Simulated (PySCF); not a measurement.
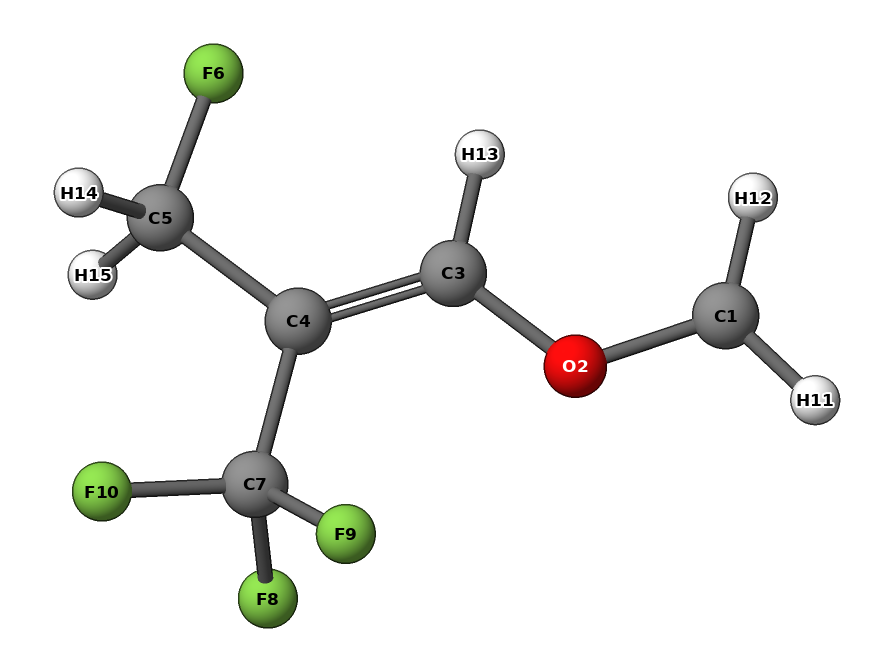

The questions are on Mulliken spin populations. Charge 0, doublet. Computed geometry: GFN2-xTB optimisation. No frequency run is at hand to confirm it as a minimum. Properties computed with UKS B3LYP, pcH-1 on C F H O, non-relativistic (PySCF 2.14.0).

Question: Which atom carries the largest spin population?

Answer: C1 (0.94 e).

Question: Which atom has the lowest spin population?

Answer: C3 (−0.07 e); a negative value comes from spin polarisation.

List the Mulliken spin populations.

```
atom  value (e)
  C1       0.94
  O2       0.07
  C3      −0.07
  C4       0.14
  C5      −0.01
  F6       0.00
  C7       0.00
  F8       0.00
  F9       0.00
 F10       0.00
 H11      −0.04
 H12      −0.04
 H13       0.00
 H14       0.01
 H15       0.01
```

Mulliken values depend strongly on the basis set.
